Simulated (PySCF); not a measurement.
## Energy and gradient calculation of Si2H5OF

The run: energy and gradient calculation of Si2H5OF. Method and program: B3LYP/def2-SVP, RKS (PySCF 2.14.0).

The geometry comes from this level: PBE0-D4/def2-TZVP. Figures and captions count atoms from 1; the log counts them from 0 in places.

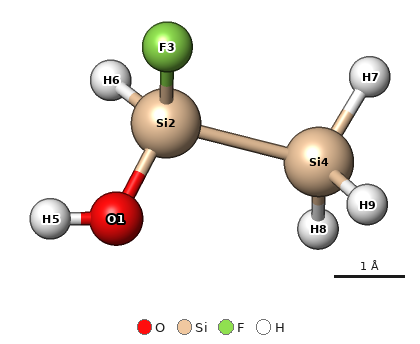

Fig. 1: The structure as given in the input (ball-and-stick view, seen at a tilt; atoms are numbered from 1 in the order of the input). Bond lengths as drawn: F–Si 1.60 Å, H–O 0.96 Å, H–Si 1.49 Å, O–Si 1.64 Å and Si–Si 2.34 Å.

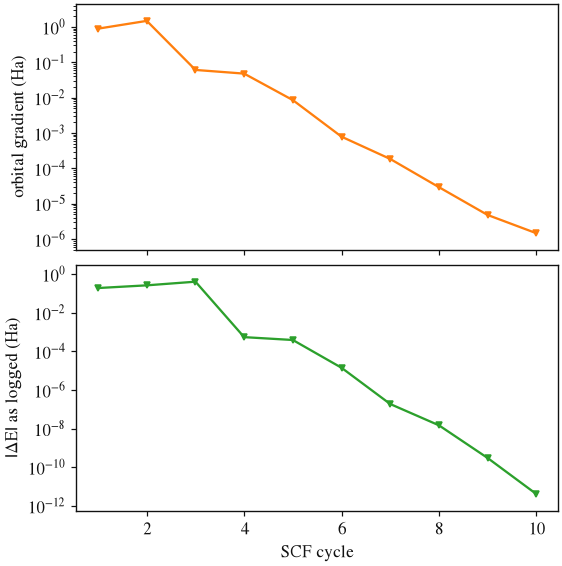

Fig. 2: Convergence of the self-consistent field: orbital gradient and size of the energy change against the SCF cycle. The residual falls almost steadily, with no more than small rises.

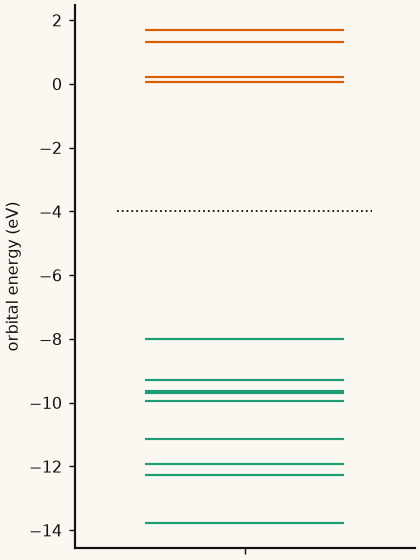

Fig. 3: Orbital energies near the frontier; the dotted line parts filled from empty levels, and levels within 0.02 eV of each other stand side by side. Highest filled −8.00 eV, lowest empty 0.04 eV, 8.04 eV apart.

The input and output of the run follow.

Input (run.py):
```python
import pyscf.grad
from pyscf import gto, dft

mol = gto.Mole()
mol.atom = [
    ('O', (-0.392500, -0.610800, 1.768100)),
    ('Si', (-0.831500, -0.160600, 0.257700)),
    ('F', (-1.775600, 1.133800, 0.319400)),
    ('Si', (1.135000, 0.371100, -0.891700)),
    ('H', (-1.050500, -1.005600, 2.343000)),
    ('H', (-1.664600, -1.215400, -0.380600)),
    ('H', (0.798700, 0.860600, -2.255200)),
    ('H', (1.981700, -0.845200, -1.013900)),
    ('H', (1.887800, 1.425600, -0.163800)),
]
mol.spin = 0
mol.max_memory = 1860
mol.basis = 'def2-svp'
mol.charge = 0
mol.verbose = 4
mol.build()

myscf = dft.RKS(mol)
myscf.xc = 'b3lyp'
myscf.conv_tol = 1e-10
myscf.grids.level = 5
myscf.kernel()
if not myscf.converged:
    myscf = myscf.newton().run(myscf.mo_coeff, myscf.mo_occ)

etot = myscf.e_tot
print(f'total energy: {etot:.8f} hartree')
grad = myscf.Gradients().kernel()
myscf.analyze()
```

Launched with:
```bash
OMP_NUM_THREADS=1 python run.py
```

Output:
```
PySCF version 2.14.0

[INPUT] num. atoms = 9
[INPUT] num. electrons = 50
[INPUT] charge = 0
[INPUT] spin (= nelec alpha-beta = 2S) = 0
[INPUT] symmetry False subgroup None
[INPUT] Mole.unit = angstrom
[INPUT] Symbol           X                Y                Z      unit          X                Y                Z       unit  Magmom
[INPUT]  1 O     -0.392500000000  -0.610800000000   1.768100000000 AA   -0.741717503892  -1.154244716884   3.341224760843 Bohr   0.0
[INPUT]  2 Si    -0.831500000000  -0.160600000000   0.257700000000 AA   -1.571307272576  -0.303490015605   0.486982422300 Bohr   0.0
[INPUT]  3 F     -1.775600000000   1.133800000000   0.319400000000 AA   -3.355397706778   2.142571480032   0.603578524186 Bohr   0.0
[INPUT]  4 Si     1.135000000000   0.371100000000  -0.891700000000 AA    2.144839151381   0.701277364826  -1.685068785275 Bohr   0.0
[INPUT]  5 H     -1.050500000000  -1.005600000000   2.343000000000 AA   -1.985157293856  -1.900308590863   4.427628309856 Bohr   0.0
[INPUT]  6 H     -1.664600000000  -1.215400000000  -0.380600000000 AA   -3.145638106951  -2.296773131796  -0.719229763009 Bohr   0.0
[INPUT]  7 H      0.798700000000   0.860600000000  -2.255200000000 AA    1.509324255690   1.626298302801  -4.261710356119 Bohr   0.0
[INPUT]  8 H      1.981700000000  -0.845200000000  -1.013900000000 AA    3.744870261051  -1.597196520482  -1.915993317697 Bohr   0.0
[INPUT]  9 H      1.887800000000   1.425600000000  -0.163800000000 AA    3.567424977954   2.693993563180  -0.309537139204 Bohr   0.0

nuclear repulsion = 227.836454103347
number of shells = 43
number of NR pGTOs = 155
number of NR cGTOs = 89
basis = def2-svp
ecp = {}

******** <class 'pyscf.dft.rks.RKS'> ********
method = RKS
initial guess = minao
damping factor = 0
level_shift factor = 0
DIIS = <class 'pyscf.scf.diis.CDIIS'>
diis_start_cycle = 1
diis_space = 8
diis_damp = 0
SCF conv_tol = 1e-10
SCF conv_tol_grad = None
SCF max_cycles = 50
direct_scf = True
direct_scf_tol = 1e-13
XC library pyscf.dft.libxc version 7.0.0
    S. Lehtola, C. Steigemann, M. J.T. Oliveira, and M. A.L. Marques.,  SoftwareX 7, 1–5 (2018)
XC functionals = b3lyp
    P. J. Stephens, F. J. Devlin, C. F. Chabalowski, and M. J. Frisch.,  J. Phys. Chem. 98, 11623 (1994)
radial grids:
    Treutler-Ahlrichs [JCP 102, 346 (1995); DOI:10.1063/1.469408] (M4) radial grids

becke partition: Becke, JCP 88, 2547 (1988); DOI:10.1063/1.454033
pruning grids: <function nwchem_prune>
grids dens level: 5
symmetrized grids: False
atomic radii adjust function: <function treutler_atomic_radii_adjust>
small_rho_cutoff = 0
Set gradient conv threshold to 1e-05
Initial guess from minao.
tot grids = 291664
init E= -756.912806480578
  HOMO = -0.306358595583522  LUMO = -0.0393759280903363  gap/eV = 7.26497
cycle= 1 E= -756.723117839718  delta_E= 0.19  |g|= 0.898  |ddm|= 2.77
  HOMO = -0.189458539941147  LUMO = -0.000274053946475394  gap/eV = 5.14797
cycle= 2 E= -756.461553038748  delta_E= 0.262  |g|= 1.49  |ddm|= 1.88
  HOMO = -0.289444883747582  LUMO = 0.00065827381422956  gap/eV = 7.89411
cycle= 3 E= -756.866983259328  delta_E= -0.405  |g|= 0.061  |ddm|= 1.28
  HOMO = -0.294556318507442  LUMO = 0.00177292019142561  gap/eV = 8.06353
cycle= 4 E= -756.867526786399  delta_E= -0.000544  |g|= 0.048  |ddm|= 0.0953
  HOMO = -0.294460850314942  LUMO = 0.00139558876340695  gap/eV = 8.05066
cycle= 5 E= -756.867914040656  delta_E= -0.000387  |g|= 0.00855  |ddm|= 0.0382
  HOMO = -0.293955471420583  LUMO = 0.00163126451309514  gap/eV = 8.04332
cycle= 6 E= -756.86792809233  delta_E= -1.41e-05  |g|= 0.000789  |ddm|= 0.00794
  HOMO = -0.29400195316821  LUMO = 0.00159821641343516  gap/eV = 8.04369
cycle= 7 E= -756.867928278934  delta_E= -1.87e-07  |g|= 0.000185  |ddm|= 0.00118
  HOMO = -0.29398213819234  LUMO = 0.00161024194125359  gap/eV = 8.04348
cycle= 8 E= -756.867928293758  delta_E= -1.48e-08  |g|= 2.95e-05  |ddm|= 0.000323
  HOMO = -0.293988893734058  LUMO = 0.00160638326069407  gap/eV = 8.04356
cycle= 9 E= -756.86792829406  delta_E= -3.01e-10  |g|= 4.82e-06  |ddm|= 4.08e-05
  HOMO = -0.293987838886897  LUMO = 0.00160709128309255  gap/eV = 8.04355
cycle= 10 E= -756.867928294064  delta_E= -4.09e-12  |g|= 1.47e-06  |ddm|= 7.58e-06
  HOMO = -0.293988150630832  LUMO = 0.00160689505633504  gap/eV = 8.04355
Extra cycle  E= -756.867928294061  delta_E= 2.39e-12  |g|= 1.31e-06  |ddm|= 3.78e-06
converged SCF energy = -756.867928294061
total energy: -756.86792829 hartree

******** <class 'pyscf.grad.rks.Gradients'> for <class 'pyscf.dft.rks.RKS'> ********
unit = Eh/Bohr
grid_response = False
--------------- RKS gradients ---------------
         x                y                z
0 O    -0.0080199111     0.0015438130    -0.0099454933
1 Si    -0.0072458657     0.0123155257     0.0125056411
2 F     0.0120761599    -0.0174853957    -0.0008253610
3 Si     0.0010273666     0.0002570993    -0.0002512966
4 H     0.0039309289     0.0025206431    -0.0044128566
5 H     0.0006447079     0.0014938362     0.0015475938
6 H     0.0000947387    -0.0007777491     0.0019397926
7 H    -0.0014198333     0.0015777935     0.0002922448
8 H    -0.0010841442    -0.0014475875    -0.0008483385
----------------------------------------------
**** SCF Summaries ****
Total Energy =                        -756.867928294061471
Nuclear Repulsion Energy =             227.836454103347450
One-electron Energy =                -1502.153737503671437
Two-electron Energy =                  517.449355106262487
Two-electron Coulomb Energy =          580.348064764286164
DFT Exchange-Correlation Energy =      -62.898709658023641
HOMO-LUMO gap [eV] =                     8.043550893793025
**** MO energy ****
MO #1   energy= -66.168095372178   occ= 2
MO #2   energy= -66.1065370966585  occ= 2
MO #3   energy= -24.6705792742836  occ= 2
MO #4   energy= -19.1474274584941  occ= 2
MO #5   energy= -5.33121184583984  occ= 2
MO #6   energy= -5.28069310407836  occ= 2
MO #7   energy= -3.69518645960061  occ= 2
MO #8   energy= -3.69305899405313  occ= 2
MO #9   energy= -3.69129268286902  occ= 2
MO #10  energy= -3.64195546166752  occ= 2
MO #11  energy= -3.64190448492232  occ= 2
MO #12  energy= -3.64188133402958  occ= 2
MO #13  energy= -1.15928293612682  occ= 2
MO #14  energy= -1.00487782876592  occ= 2
MO #15  energy= -0.590684550288184 occ= 2
MO #16  energy= -0.535051977641676 occ= 2
MO #17  energy= -0.505994009272309 occ= 2
MO #18  energy= -0.451167563647452 occ= 2
MO #19  energy= -0.438560869952418 occ= 2
MO #20  energy= -0.408926341609629 occ= 2
MO #21  energy= -0.365943901545205 occ= 2
MO #22  energy= -0.355915847375753 occ= 2
MO #23  energy= -0.354376870843797 occ= 2
MO #24  energy= -0.341946366158198 occ= 2
MO #25  energy= -0.293988150630832 occ= 2
MO #26  energy= 0.00160689505633504 occ= 0
MO #27  energy= 0.00758029320340281 occ= 0
MO #28  energy= 0.0486944204683386 occ= 0
MO #29  energy= 0.0617678134403832 occ= 0
MO #30  energy= 0.0792759325306411 occ= 0
MO #31  energy= 0.0943454312193661 occ= 0
MO #32  energy= 0.118977511832501  occ= 0
MO #33  energy= 0.134270516590364  occ= 0
MO #34  energy= 0.212492240770466  occ= 0
MO #35  energy= 0.272447591584505  occ= 0
MO #36  energy= 0.301912902263134  occ= 0
MO #37  energy= 0.313093151450096  occ= 0
MO #38  energy= 0.323051180068271  occ= 0
MO #39  energy= 0.372689814017232  occ= 0
MO #40  energy= 0.407108204911237  occ= 0
MO #41  energy= 0.434503684274844  occ= 0
MO #42  energy= 0.446179783080554  occ= 0
MO #43  energy= 0.478933317131259  occ= 0
MO #44  energy= 0.492022896213128  occ= 0
MO #45  energy= 0.528181804231924  occ= 0
MO #46  energy= 0.538716756150105  occ= 0
MO #47  energy= 0.565935121580388  occ= 0
MO #48  energy= 0.585788548370014  occ= 0
MO #49  energy= 0.596794742145052  occ= 0
MO #50  energy= 0.656895349941268  occ= 0
MO #51  energy= 0.68358918276757   occ= 0
MO #52  energy= 0.832646815554796  occ= 0
MO #53  energy= 0.851577415080935  occ= 0
MO #54  energy= 0.896843954951007  occ= 0
MO #55  energy= 0.90674518954212   occ= 0
MO #56  energy= 0.971323891866118  occ= 0
MO #57  energy= 1.00375212542996   occ= 0
MO #58  energy= 1.03278658121958   occ= 0
MO #59  energy= 1.15861123398596   occ= 0
MO #60  energy= 1.18106816175241   occ= 0
MO #61  energy= 1.2641219518798    occ= 0
MO #62  energy= 1.29932374734117   occ= 0
MO #63  energy= 1.31893515721295   occ= 0
MO #64  energy= 1.36694418125312   occ= 0
MO #65  energy= 1.46396349830816   occ= 0
MO #66  energy= 1.49257751148884   occ= 0
MO #67  energy= 1.49621460868682   occ= 0
MO #68  energy= 1.55500948114544   occ= 0
MO #69  energy= 1.63908312040523   occ= 0
MO #70  energy= 1.64794029586062   occ= 0
MO #71  energy= 1.68946917553371   occ= 0
MO #72  energy= 1.71948538268401   occ= 0
MO #73  energy= 1.72541809684568   occ= 0
MO #74  energy= 1.76949543204257   occ= 0
MO #75  energy= 1.97028026488714   occ= 0
MO #76  energy= 2.09308204424556   occ= 0
MO #77  energy= 2.17503396408632   occ= 0
MO #78  energy= 2.18347658587001   occ= 0
MO #79  energy= 2.210161690764     occ= 0
MO #80  energy= 2.68783448331572   occ= 0
MO #81  energy= 2.84856970572552   occ= 0
MO #82  energy= 2.94333970063998   occ= 0
MO #83  energy= 3.05986065966944   occ= 0
MO #84  energy= 3.08145614087085   occ= 0
MO #85  energy= 3.15317727684454   occ= 0
MO #86  energy= 3.16195540057699   occ= 0
MO #87  energy= 3.18978173191987   occ= 0
MO #88  energy= 3.54374934166065   occ= 0
MO #89  energy= 3.67176310790985   occ= 0
 ** Mulliken pop on meta-lowdin orthogonal AOs  **
 ** Mulliken pop  **
pop of  0 O 1s            1.99993
pop of  0 O 2s            1.61130
pop of  0 O 3s            0.00392
pop of  0 O 2px           1.71004
pop of  0 O 2py           1.78820
pop of  0 O 2pz           1.56634
pop of  0 O 3px           0.00260
pop of  0 O 3py           0.00254
pop of  0 O 3pz           0.00406
pop of  0 O 3dxy          0.00158
pop of  0 O 3dyz          0.00088
pop of  0 O 3dz^2         0.00127
pop of  0 O 3dxz          0.00234
pop of  0 O 3dx2-y2       0.00129
pop of  1 Si 1s           1.99999
pop of  1 Si 2s           1.99980
pop of  1 Si 3s           0.98235
pop of  1 Si 4s           0.01175
pop of  1 Si 2px          1.99987
pop of  1 Si 2py          1.99987
pop of  1 Si 2pz          1.99986
pop of  1 Si 3px          0.73373
pop of  1 Si 3py          0.58380
pop of  1 Si 3pz          0.56511
pop of  1 Si 4px          0.01677
pop of  1 Si 4py          0.01357
pop of  1 Si 4pz          0.01161
pop of  1 Si 3dxy         0.01044
pop of  1 Si 3dyz         0.01557
pop of  1 Si 3dz^2        0.00960
pop of  1 Si 3dxz         0.01714
pop of  1 Si 3dx2-y2      0.01523
pop of  2 F 1s            1.99996
pop of  2 F 2s            1.83391
pop of  2 F 3s            0.00282
pop of  2 F 2px           1.88090
pop of  2 F 2py           1.84304
pop of  2 F 2pz           1.90941
pop of  2 F 3px           0.00126
pop of  2 F 3py           0.00069
pop of  2 F 3pz           0.00085
pop of  2 F 3dxy          0.00203
pop of  2 F 3dyz          0.00066
pop of  2 F 3dz^2         0.00074
pop of  2 F 3dxz          0.00036
pop of  2 F 3dx2-y2       0.00105
pop of  3 Si 1s           1.99999
pop of  3 Si 2s           1.99979
pop of  3 Si 3s           1.11892
pop of  3 Si 4s           0.00509
pop of  3 Si 2px          1.99986
pop of  3 Si 2py          1.99986
pop of  3 Si 2pz          1.99986
pop of  3 Si 3px          0.89640
pop of  3 Si 3py          0.85375
pop of  3 Si 3pz          0.86036
pop of  3 Si 4px          0.00882
pop of  3 Si 4py          0.00853
pop of  3 Si 4pz          0.00888
pop of  3 Si 3dxy         0.00607
pop of  3 Si 3dyz         0.00418
pop of  3 Si 3dz^2        0.00431
pop of  3 Si 3dxz         0.00683
pop of  3 Si 3dx2-y2      0.00444
pop of  4 H 1s            0.65283
pop of  4 H 2s            0.01196
pop of  4 H 2px           0.00135
pop of  4 H 2py           0.00141
pop of  4 H 2pz           0.00138
pop of  5 H 1s            1.13790
pop of  5 H 2s            0.00509
pop of  5 H 2px           0.00166
pop of  5 H 2py           0.00214
pop of  5 H 2pz           0.00080
pop of  6 H 1s            1.07493
pop of  6 H 2s            0.00374
pop of  6 H 2px           0.00015
pop of  6 H 2py           0.00039
pop of  6 H 2pz           0.00288
pop of  7 H 1s            1.07385
pop of  7 H 2s            0.00382
pop of  7 H 2px           0.00117
pop of  7 H 2py           0.00221
pop of  7 H 2pz           0.00004
pop of  8 H 1s            1.06681
pop of  8 H 2s            0.00411
pop of  8 H 2px           0.00090
pop of  8 H 2py           0.00170
pop of  8 H 2pz           0.00080
 ** Mulliken atomic charges  **
charge of    0O =     -0.69630
charge of    1Si =      1.01393
charge of    2F =     -0.47770
charge of    3Si =      0.21407
charge of    4H =      0.33108
charge of    5H =     -0.14759
charge of    6H =     -0.08209
charge of    7H =     -0.08109
charge of    8H =     -0.07431
Dipole moment(X, Y, Z, Debye): -0.39849, -1.39412,  0.51731
```

Summary:

- outcome: converged
- total energy: −756.867928 hartree
- basis functions: 89
- largest force: 1.094 eV/Å
- HOMO: −8.00 eV
- LUMO: 0.04 eV
- dipole moment: 1.54 D
- hardware: 1 thread of Arm Neoverse V2, 24 GiB of memory available, shared host
- wall time: 26 s
- peak memory: 0.87 GiB
